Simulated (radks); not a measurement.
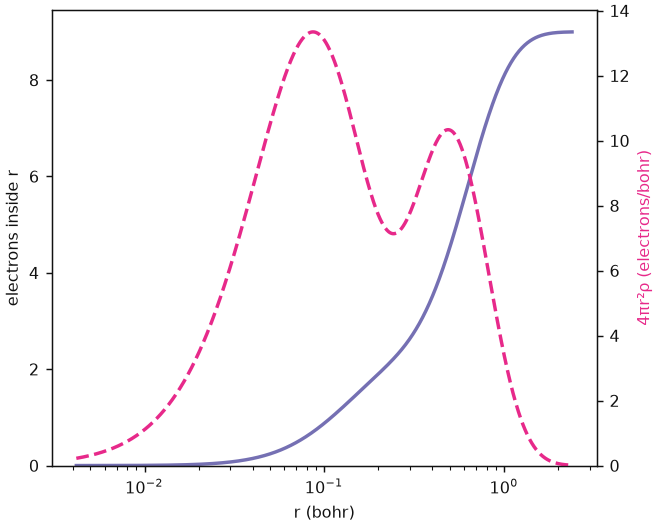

System: the Mg³⁺ ion, configuration [He] 2s2 2p5 (high spin). The calculation used the in-house radial solver radks at this level: scalar-relativistic Kohn-Sham, B86b exchange with PBE correlation, spin-polarised, spherical densities, finite nucleus.

The plot shows the number of electrons inside radius r (solid) and the radial density 4πr²ρ (dashed).

Q: What does the plot show?

Answer: The count levels off at 9 electrons. Half of them lie within 0.497 bohr, 90 % within 1.00 bohr and 99 % within 1.57 bohr. The radial density has a minimum at 0.243 bohr, where the count stands at 2.2; this parts the shells that the density resolves.
